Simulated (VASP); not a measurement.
Band structure of MoSe₂ (space group R3m). Method: modified Becke-Johnson potential (mBJ), VASP's PBE PAW potentials (set 64) (plane waves; VASP).

mBJ is a potential without an energy functional, so only the levels count. Without a dispersion term in the relaxation, distances and binding between the weakly bound layers, chains or molecules are unreliable, and so is what depends on them.

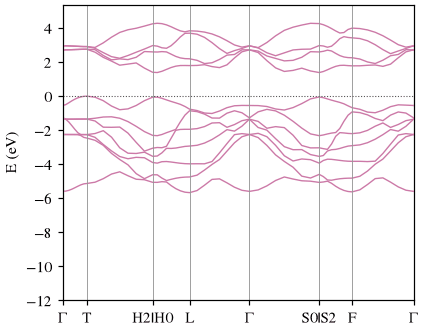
Fig. 1. Bands along high-symmetry lines, zero at the valence-band maximum or, without a gap, the Fermi level

**Question.** Read the plot: is there a gap, and where are the band edges?

**Answer.** The gap is indirect, 1.38 eV, from the valence maximum at T to the conduction minimum at (-0.33, 0.33, 0.00).

The structure comes from a computed database's MoSe2 entry (R3m); how it stands against other phases isn't given here. It was relaxed first. The cell's shape comes from a PBE relaxation.
